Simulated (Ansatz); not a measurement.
# SiCl₃F + HCl: a complex and its separated parts, part 1 of 2

The complex below is one end of an elementary step. How strongly is it bound against its free parts?

The runs use Ansatz 0.2.0, Gaussian basis; PBE0-D4/def2-TZVP structures, single points in def2-TZVPP, no counterpoise correction.

Levels: SPW92, PBE-D4, BLYP-D4, r2SCAN-D4, B97M-V, PBE0-D4, B3LYP-D4, r2SCAN0-D4, BHLYP-D4, CAM-B3LYP-D4, wB97X-V, wB97M-V, B2PLYP, PBE-QIDH, RPA on PBE, Hartree-Fock, MP2, CCSD, CCSD(T).

Cores are frozen in the correlated methods. B3LYP uses VWN-RPA correlation. B2PLYP carries no dispersion term here.

94 further runs of the same task are left out: 94 set aside as unsound or not needed.

## Step 1: Where the work starts

The complex: 7 atoms, charge 0, spin multiplicity 1.

Atoms are counted from 1 here; the program's logs count them from 0.

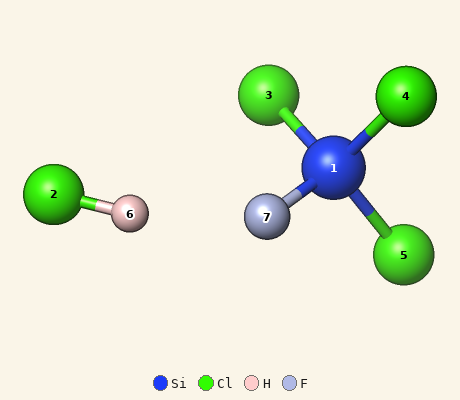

As it starts; silicon blue, chlorine green, hydrogen pink, fluorine light blue; atoms are numbered from 1 in the order of the file.

Coordinates:

```xyz
7
Cl4FHSi
Si   -1.07484   -0.09005   -0.16430
Cl    3.36614    0.05968    0.35296
Cl   -0.16086   -1.57830   -1.15807
Cl   -2.31020   -0.81352    1.24849
Cl   -2.06067    1.12593   -1.42723
H     2.19717    0.52905    0.58666
F     0.04336    0.76722    0.56130
```

Its parts: SiCl₃F holds atoms 1, 3, 4, 5, 7; HCl holds atoms 2, 6. Each part counts its atoms afresh in its own runs.

## Step 2: Relaxing SiCl₃F alone

relax-a/in.yaml

```yaml
crystal:
  periodic: [false, false, false]
  atoms:
    - {symbol: Si, position_ang: [-1.074839, -0.090047, -0.164302]}
    - {symbol: Cl, position_ang: [-0.160858, -1.578304, -1.158075]}
    - {symbol: Cl, position_ang: [-2.310199, -0.813524, 1.248492]}
    - {symbol: Cl, position_ang: [-2.060668, 1.125934, -1.427233]}
    - {symbol: F, position_ang: [0.043357, 0.767219, 0.561300]}
basis:
  gaussian: {orbitals: def2-TZVP}
hamiltonian: {xc: pbe0, dispersion: d4}
relax: {f_tol: 0.005, max_steps: 200}
```

On the command line:

```bash
> ansatz run in.yaml --threads 8 --pin off --events-out ev --progress --plain --max-ram 19148MiB
```

The program printed, cut to the lines that bear on the results:

```text
Functional definition: PBE0
  name "PBE0"
  cite "Adamo & Barone, J. Chem. Phys. 110, 6158 (1999) doi:10.1063/1.478522"
  cite "Perdew, Burke & Ernzerhof, Phys. Rev. Lett. 77, 3865 (1996) doi:10.1103/PhysRevLett.77.3865"
  parent pbe
[...]
1228 factors; their error is unknown
[...]
mean field -48153.15121974 eV, -1769.5956679471 hartree, gradient 5.3e-6 eV, S^2 0.000000; 0 other end points of the search recorded, 0 dependent functions left out
[...]
reference -48153.15124584 eV, -1769.5956689064 hartree; 37, 37 occupied and 142, 142 virtual orbitals, 1228 factors
[...]
reference -48153.15426179 eV, -1769.5957797406 hartree; 37, 37 occupied and 142, 142 virtual orbitals, 1228 factors
Total energy: -48153.33845094 eV, -1769.6025485670 hartree
Atom 0 at    -1.066318    -0.082271    -0.157928 Å, force    -0.000409    -0.000120    -0.000141 eV/Å
Atom 1 at    -0.166892    -1.580478    -1.160107 Å, force    -0.000983     0.001151     0.000768 eV/Å
Atom 2 at    -2.312141    -0.816751     1.244355 Å, force     0.000849     0.000305    -0.001236 eV/Å
Atom 3 at    -2.062880     1.121287    -1.429243 Å, force     0.000627    -0.001121     0.000754 eV/Å
Atom 4 at     0.045023     0.769491     0.563104 Å, force    -0.000084    -0.000215    -0.000145 eV/Å
Dipole moment:    -0.081362    -0.062397    -0.052812 e Å
```

Wall time 8 s (8 threads of Arm Neoverse V1, shared host).

Step by step:

| step | energy from step 1 (eV) | largest force component (eV/Å) |
| --- | --- | --- |
| 1 | 0.0000 | 0.3148 |
| 2 | -0.0023 | 0.1647 |
| 3 | -0.0030 | 0.0290 |
| 4 | -0.0031 | 0.0012 |

Close pairs (by a distance rule), those that changed most:

| bond | before (Å) | after (Å) | change (Å) |
| --- | --- | --- | --- |
| Si1–F5 | 1.585 | 1.575 | -0.010 |
| Si1–Cl2 | 2.009 | 2.014 | +0.005 |
| Si1–Cl4 | 2.011 | 2.014 | +0.003 |
| Si1–Cl3 | 2.011 | 2.014 | +0.003 |

## Step 3: Relaxing HCl alone

relax-b/in.yaml

```yaml
crystal:
  periodic: [false, false, false]
  atoms:
    - {symbol: Cl, position_ang: [3.366137, 0.059676, 0.352958]}
    - {symbol: H, position_ang: [2.197171, 0.529047, 0.586662]}
basis:
  gaussian: {orbitals: def2-TZVP}
hamiltonian: {xc: pbe0, dispersion: d4}
relax: {f_tol: 0.005, max_steps: 200}
```

On the command line:

```bash
> ansatz run in.yaml --threads 8 --pin off --events-out ev --progress --plain --max-ram 19148MiB
```

The program printed, cut to the lines that bear on the results:

```text
[... 5 set-up lines as earlier in the session ...]
[...]
312 factors; their error is unknown
[...]
mean field -12535.31637092 eV, -460.6643798887 hartree, gradient 4.2e-5 eV, S^2 0.000000; 0 other end points of the search recorded, 0 dependent functions left out
[...]
reference -12535.31647375 eV, -460.6643836678 hartree; 9, 9 occupied and 34, 34 virtual orbitals, 312 factors
Total energy: -12535.32105166 eV, -460.6645519027 hartree
Atom 0 at     3.365084     0.060099     0.353169 Å, force     0.000108    -0.000043    -0.000022 eV/Å
Atom 1 at     2.198224     0.528624     0.586451 Å, force    -0.000108     0.000043     0.000022 eV/Å
Dipole moment:    -0.239614     0.096211     0.047904 e Å
```

Run time: 0.4 s. Hardware: 8 threads of Arm Neoverse V1, shared host.

Along the way:

| step | energy from step 1 (eV) | largest force component (eV/Å) |
| --- | --- | --- |
| 1 | 0.0000 | 0.0677 |
| 2 | -0.0001 | 0.0276 |
| 3 | -0.0001 | 0.0001 |

The bond:

```csv
bond,before (Å),after (Å),change (Å)
Cl1–H2,1.281,1.279,-0.002
```

## Step 4: SPW92/def2-TZVPP

parta/in.yaml

```yaml
crystal:
  periodic: [false, false, false]
  atoms:
    - {symbol: Si, position_ang: [-1.066318, -0.082271, -0.157928]}
    - {symbol: Cl, position_ang: [-0.166892, -1.580478, -1.160107]}
    - {symbol: Cl, position_ang: [-2.312141, -0.816751, 1.244355]}
    - {symbol: Cl, position_ang: [-2.062880, 1.121287, -1.429243]}
    - {symbol: F, position_ang: [0.045023, 0.769491, 0.563104]}
basis:
  gaussian: {orbitals: def2-TZVPP}
hamiltonian: {xc: lda}
```

partb/in.yaml

```yaml
crystal:
  periodic: [false, false, false]
  atoms:
    - {symbol: Cl, position_ang: [3.365084, 0.060099, 0.353169]}
    - {symbol: H, position_ang: [2.198224, 0.528624, 0.586451]}
basis:
  gaussian: {orbitals: def2-TZVPP}
hamiltonian: {xc: lda}
```

One command serves all of them, each in its own folder.

On the command line:

```bash
> ansatz run in.yaml --threads 8 --pin off --events-out ev --progress --plain --max-ram 19148MiB
```

Log of parta, cut to the lines that bear on the results:

```text
Functional definition: SPW92
  name "SPW92"
  cite "Dirac, Proc. Camb. Phil. Soc. 26, 376 (1930) doi:10.1017/S0305004100016108"
  cite "Slater, Phys. Rev. 81, 385 (1951) doi:10.1103/PhysRev.81.385"
  cite "Perdew & Wang, Phys. Rev. B 45, 13244 (1992) doi:10.1103/PhysRevB.45.13244"
[...]
1326 factors; their error is unknown
[...]
mean field -48001.70004162 eV, -1764.0299398086 hartree, gradient 6.9e-5 eV, S^2 0.000000; 0 other end points of the search recorded, 0 dependent functions left out
reference -48001.70007487 eV, -1764.0299410307 hartree; 37, 37 occupied and 162, 162 virtual orbitals, 1326 factors
Total energy: -48001.70007487 eV, -1764.0299410307 hartree
```

Output in partb, cut to the lines that bear on the results:

```text
[... 5 set-up lines as earlier in the session ...]
[...]
353 factors; their error is unknown
[...]
mean field -12498.56388164 eV, -459.3137508192 hartree, gradient 5.7e-5 eV, S^2 0.000000; 0 other end points of the search recorded, 0 dependent functions left out
reference -12498.56390104 eV, -459.3137515325 hartree; 9, 9 occupied and 47, 47 virtual orbitals, 353 factors
Total energy: -12498.56390104 eV, -459.3137515325 hartree
```

Wall times: 0.6 s (parta), 0.15 s (partb) on 8 threads of Arm Neoverse V1, shared host.

## Step 5: PBE-D4/def2-TZVPP

Each input of step 4 (parta, partb) changes in the same lines:

```diff
-hamiltonian: {xc: lda}
+hamiltonian: {xc: pbe, dispersion: d4}
```

The same command starts each run, in its folder.

On the command line:

```bash
> ansatz run in.yaml --threads 8 --pin off --events-out ev --progress --plain --max-ram 19148MiB
```

parta printed, cut to the lines that bear on the results:

```text
Functional definition: PBE
  name "PBE"
[... 2 set-up lines as earlier in the session ...]
[...]
1326 factors; their error is unknown
[...]
mean field -48149.38429492 eV, -1769.4572360135 hartree, gradient 6.4e-5 eV, S^2 0.000000; 0 other end points of the search recorded, 0 dependent functions left out
reference -48149.38433047 eV, -1769.4572373200 hartree; 37, 37 occupied and 162, 162 virtual orbitals, 1326 factors
Total energy: -48149.60097780 eV, -1769.4651989625 hartree
```

Log of partb, cut to the lines that bear on the results:

```text
[... 4 set-up lines as earlier in the session ...]
[...]
353 factors; their error is unknown
[...]
mean field -12534.30963270 eV, -460.6273829417 hartree, gradient 8.1e-5 eV, S^2 0.000000; 0 other end points of the search recorded, 0 dependent functions left out
reference -12534.30965361 eV, -460.6273837100 hartree; 9, 9 occupied and 47, 47 virtual orbitals, 353 factors
Total energy: -12534.31531477 eV, -460.6275917538 hartree
```

Times: 0.8 s (parta), 0.15 s (partb) on 8 threads of Arm Neoverse V1, shared host.

## Step 6: BLYP-D4/def2-TZVPP

Each input of step 5 (parta, partb) changes in the same lines:

```diff
-hamiltonian: {xc: pbe, dispersion: d4}
+hamiltonian: {xc: {name: BLYP}, dispersion: d4}
```

Each run has its own folder and the same command.

On the command line:

```bash
> ansatz run in.yaml --threads 8 --pin off --events-out ev --progress --plain --max-ram 19148MiB
```

Log of parta, cut to the lines that bear on the results:

```text
Functional definition: BLYP
  name "BLYP"
  cite "Becke, Phys. Rev. A 38, 3098 (1988) doi:10.1103/PhysRevA.38.3098"
  cite "Lee, Yang & Parr, Phys. Rev. B 37, 785 (1988) doi:10.1103/PhysRevB.37.785"
[...]
1326 factors; their error is unknown
[...]
mean field -48170.72458735 eV, -1770.2414772954 hartree, gradient 7.7e-5 eV, S^2 0.000000; 0 other end points of the search recorded, 0 dependent functions left out
reference -48170.72493720 eV, -1770.2414901518 hartree; 37, 37 occupied and 162, 162 virtual orbitals, 1326 factors
Total energy: -48171.19680898 eV, -1770.2588311200 hartree
```

partb printed, cut to the lines that bear on the results:

```text
[... 4 set-up lines as earlier in the session ...]
[...]
353 factors; their error is unknown
[...]
mean field -12539.38861041 eV, -460.8140319295 hartree, gradient 4.5e-5 eV, S^2 0.000000; 0 other end points of the search recorded, 0 dependent functions left out
reference -12539.38881473 eV, -460.8140394382 hartree; 9, 9 occupied and 47, 47 virtual orbitals, 353 factors
Total energy: -12539.40230387 eV, -460.8145351551 hartree
```

Wall times: 0.95 s (parta), 0.15 s (partb) on 8 threads of Arm Neoverse V1, shared host.

## Step 7: r2SCAN-D4/def2-TZVPP

Each input of step 6 (parta, partb) changes in the same lines:

```diff
-hamiltonian: {xc: {name: BLYP}, dispersion: d4}
+hamiltonian: {xc: r2scan, dispersion: d4}
```

The same command starts each run, in its folder.

On the command line:

```bash
> ansatz run in.yaml --threads 8 --pin off --events-out ev --progress --plain --max-ram 19148MiB
```

parta printed, cut to the lines that bear on the results:

```text
Functional definition: r2SCAN
  name "r2SCAN"
  cite "Furness, Kaplan, Ning, Perdew & Sun, J. Phys. Chem. Lett. 11, 8208 (2020) doi:10.1021/acs.jpclett.0c02405"
  cite "Furness, Kaplan, Ning, Perdew & Sun, J. Phys. Chem. Lett. 11, 9248 (2020) doi:10.1021/acs.jpclett.0c03077"
  parent r2scan
[...]
1326 factors; their error is unknown
[...]
mean field -48167.22563241 eV, -1770.1128930729 hartree, gradient 5.0e-5 eV, S^2 0.000000; 0 other end points of the search recorded, 0 dependent functions left out
reference -48167.22564118 eV, -1770.1128933953 hartree; 37, 37 occupied and 162, 162 virtual orbitals, 1326 factors
Total energy: -48167.27262084 eV, -1770.1146198659 hartree
```

partb printed, cut to the lines that bear on the results:

```text
[... 5 set-up lines as earlier in the session ...]
[...]
353 factors; their error is unknown
[...]
mean field -12538.62224982 eV, -460.7858686976 hartree, gradient 3.1e-5 eV, S^2 0.000000; 0 other end points of the search recorded, 0 dependent functions left out
reference -12538.62225515 eV, -460.7858688935 hartree; 9, 9 occupied and 47, 47 virtual orbitals, 353 factors
Total energy: -12538.62352110 eV, -460.7859154162 hartree
```

Times: 2.2 s (parta), 0.45 s (partb) on 8 threads of Arm Neoverse V1, shared host.

## Step 8: B97M-V/def2-TZVPP

Each input of step 7 (parta, partb) changes in the same lines:

```diff
-hamiltonian: {xc: r2scan, dispersion: d4}
+hamiltonian: {xc: {name: B97M-V}}
```

One command serves all of them, each in its own folder.

On the command line:

```bash
> ansatz run in.yaml --threads 8 --pin off --events-out ev --progress --plain --max-ram 19148MiB
```

Log of parta, cut to the lines that bear on the results:

```text
Functional definition: B97M-V
  name "B97M-V"
  cite "Mardirossian & Head-Gordon, J. Chem. Phys. 142, 074111 (2015) doi:10.1063/1.4907719"
  cite "Becke, J. Chem. Phys. 107, 8554 (1997) doi:10.1063/1.475007"
  cite "Vydrov & Van Voorhis, J. Chem. Phys. 133, 244103 (2010) doi:10.1063/1.3521275"
  # Of w^i u^j: cxij and so on, Table III.
[...]
  gx(w, u) = cx00 + cx01*u + cx02*u^2 + (cx10 + cx11*u)*w
[...]
  gos(w, u) = cos00 + cos01*u + cos03*u^3 + cos10*w + cos32*w^3*u^2
[...]
      + integral(e_c_pw_mod_opposite_spin*gos(b97_w_opposite, b97_u_opposite)) + vv10(b, c)
1326 factors; their error is unknown
[...]
mean field -48158.73667783 eV, -1769.8009297460 hartree, gradient 3.5e-5 eV, S^2 0.000000; 0 other end points of the search recorded, 0 dependent functions left out
reference -48158.73672516 eV, -1769.8009314854 hartree; 37, 37 occupied and 162, 162 virtual orbitals, 1326 factors
Total energy: -48158.73672516 eV, -1769.8009314854 hartree
```

partb printed, cut to the lines that bear on the results:

```text
[... 5 set-up lines as earlier in the session ...]
  # Of w^i u^j: cxij and so on, Table III.
[...]
  gx(w, u) = cx00 + cx01*u + cx02*u^2 + (cx10 + cx11*u)*w
[...]
  gos(w, u) = cos00 + cos01*u + cos03*u^3 + cos10*w + cos32*w^3*u^2
[...]
      + integral(e_c_pw_mod_opposite_spin*gos(b97_w_opposite, b97_u_opposite)) + vv10(b, c)
353 factors; their error is unknown
[...]
mean field -12536.22648164 eV, -460.6978258406 hartree, gradient 1.2e-5 eV, S^2 0.000000; 0 other end points of the search recorded, 0 dependent functions left out
reference -12536.22650976 eV, -460.6978268743 hartree; 9, 9 occupied and 47, 47 virtual orbitals, 353 factors
Total energy: -12536.22650976 eV, -460.6978268743 hartree
```

They took 3.4 s (parta), 0.3 s (partb) on 8 threads of Arm Neoverse V1, shared host.

## Step 9: PBE0-D4/def2-TZVPP

Each input of step 8 (parta, partb) changes in the same lines:

```diff
-hamiltonian: {xc: {name: B97M-V}}
+hamiltonian: {xc: pbe0, dispersion: d4}
+output: {orbitals: {seedname: orbitals}}
```

One command serves all of them, each in its own folder.

On the command line:

```bash
> ansatz run in.yaml --threads 8 --pin off --events-out ev --progress --plain --max-ram 19148MiB
```

Output in parta, cut to the lines that bear on the results:

```text
[... 5 set-up lines as earlier in the session ...]
[...]
1422 factors; their error is unknown
[...]
mean field -48153.16090254 eV, -1769.5960237836 hartree, gradient 3.9e-5 eV, S^2 0.000000; 0 other end points of the search recorded, 0 dependent functions left out
reference -48153.16092869 eV, -1769.5960247445 hartree; 37, 37 occupied and 162, 162 virtual orbitals, 1422 factors
Total energy: -48153.34511782 eV, -1769.6027935703 hartree
```

Output in partb, cut to the lines that bear on the results:

```text
[... 5 set-up lines as earlier in the session ...]
[...]
384 factors; their error is unknown
[...]
mean field -12535.34597550 eV, -460.6654678371 hartree, gradient 3.6e-5 eV, S^2 0.000000; 0 other end points of the search recorded, 0 dependent functions left out
reference -12535.34599115 eV, -460.6654684120 hartree; 9, 9 occupied and 47, 47 virtual orbitals, 384 factors
Total energy: -12535.35056905 eV, -460.6656366470 hartree
```

Times: 1.5 s (parta), 0.15 s (partb) on 8 threads of Arm Neoverse V1, shared host.

## Step 10: B3LYP-D4/def2-TZVPP

Each input of step 9 (parta, partb) changes in the same lines:

```diff
-hamiltonian: {xc: pbe0, dispersion: d4}
-output: {orbitals: {seedname: orbitals}}
+hamiltonian: {xc: {name: B3LYP}, dispersion: d4}
```

The same command starts each run, in its folder.

On the command line:

```bash
> ansatz run in.yaml --threads 8 --pin off --events-out ev --progress --plain --max-ram 19148MiB
```

parta printed, cut to the lines that bear on the results:

```text
Functional definition: B3LYP
  name "B3LYP"
  cite "Stephens, Devlin, Chabalowski & Frisch, J. Phys. Chem. 98, 11623 (1994) doi:10.1021/j100096a001"
[... 2 set-up lines as earlier in the session ...]
  cite "Vosko, Wilk & Nusair, Can. J. Phys. 58, 1200 (1980) doi:10.1139/p80-159"
[...]
1386 factors; their error is unknown
[...]
mean field -48172.86319889 eV, -1770.3200698196 hartree, gradient 6.3e-5 eV, S^2 0.000000; 0 other end points of the search recorded, 0 dependent functions left out
reference -48172.86345776 eV, -1770.3200793329 hartree; 37, 37 occupied and 162, 162 virtual orbitals, 1386 factors
Total energy: -48173.22241807 eV, -1770.3332708810 hartree
```

Output in partb, cut to the lines that bear on the results:

```text
[... 6 set-up lines as earlier in the session ...]
[...]
372 factors; their error is unknown
[...]
mean field -12539.99363305 eV, -460.8362661015 hartree, gradient 4.5e-5 eV, S^2 0.000000; 0 other end points of the search recorded, 0 dependent functions left out
reference -12539.99378510 eV, -460.8362716894 hartree; 9, 9 occupied and 47, 47 virtual orbitals, 372 factors
Total energy: -12540.00297172 eV, -460.8366092914 hartree
```

Wall times: 1.4 s (parta), 0.15 s (partb) on 8 threads of Arm Neoverse V1, shared host.

## Step 11: r2SCAN0-D4/def2-TZVPP

The same edit goes into each in.yaml of step 10 (parta, partb):

```diff
-hamiltonian: {xc: {name: B3LYP}, dispersion: d4}
+hamiltonian: {xc: {name: r2SCAN0}, dispersion: d4}
```

Each run has its own folder and the same command.

On the command line:

```bash
> ansatz run in.yaml --threads 8 --pin off --events-out ev --progress --plain --max-ram 19148MiB
```

Log of parta, cut to the lines that bear on the results:

```text
Functional definition: r2SCAN0
  name "r2SCAN0"
  cite "Bursch, Neugebauer, Ehlert & Grimme, J. Chem. Phys. 156, 134105 (2022) doi:10.1063/5.0086040"
[... 3 set-up lines as earlier in the session ...]
[...]
1422 factors; their error is unknown
[...]
mean field -48166.50303083 eV, -1770.0863379546 hartree, gradient 5.1e-5 eV, S^2 0.000000; 0 other end points of the search recorded, 0 dependent functions left out
reference -48166.50303775 eV, -1770.0863382089 hartree; 37, 37 occupied and 162, 162 virtual orbitals, 1422 factors
Total energy: -48166.56118152 eV, -1770.0884749532 hartree
```

Log of partb, cut to the lines that bear on the results:

```text
[... 6 set-up lines as earlier in the session ...]
[...]
384 factors; their error is unknown
[...]
mean field -12538.53747139 eV, -460.7827531477 hartree, gradient 4.5e-6 eV, S^2 0.000000; 0 other end points of the search recorded, 0 dependent functions left out
reference -12538.53747565 eV, -460.7827533040 hartree; 9, 9 occupied and 47, 47 virtual orbitals, 384 factors
Total energy: -12538.53892917 eV, -460.7828067200 hartree
```

Times: 2.6 s (parta), 0.45 s (partb) on 8 threads of Arm Neoverse V1, shared host.

## Step 12: BHLYP-D4/def2-TZVPP

Each input of step 11 (parta, partb) changes in the same lines:

```diff
-hamiltonian: {xc: {name: r2SCAN0}, dispersion: d4}
+hamiltonian: {xc: {name: BHLYP}, dispersion: d4}
```

One command serves all of them, each in its own folder.

On the command line:

```bash
> ansatz run in.yaml --threads 8 --pin off --events-out ev --progress --plain --max-ram 19148MiB
```

parta printed, cut to the lines that bear on the results:

```text
Functional definition: BHLYP
  name "BHLYP"
  cite "Becke, J. Chem. Phys. 98, 1372 (1993) doi:10.1063/1.464304"
[... 2 set-up lines as earlier in the session ...]
[...]
1517 factors; their error is unknown
[...]
mean field -48170.43962847 eV, -1770.2310052496 hartree, gradient 5.6e-5 eV, S^2 0.000000; 0 other end points of the search recorded, 0 dependent functions left out
reference -48170.43980415 eV, -1770.2310117058 hartree; 37, 37 occupied and 162, 162 virtual orbitals, 1517 factors
Total energy: -48170.74799586 eV, -1770.2423375420 hartree
```

Output in partb, cut to the lines that bear on the results:

```text
[... 5 set-up lines as earlier in the session ...]
[...]
403 factors; their error is unknown
[...]
mean field -12539.47115172 eV, -460.8170652668 hartree, gradient 2.7e-5 eV, S^2 0.000000; 0 other end points of the search recorded, 0 dependent functions left out
reference -12539.47125521 eV, -460.8170690702 hartree; 9, 9 occupied and 47, 47 virtual orbitals, 403 factors
Total energy: -12539.47730163 eV, -460.8172912717 hartree
```

They took 1.3 s (parta), 0.15 s (partb) on 8 threads of Arm Neoverse V1, shared host.

(Continued in part 2 of 2.)
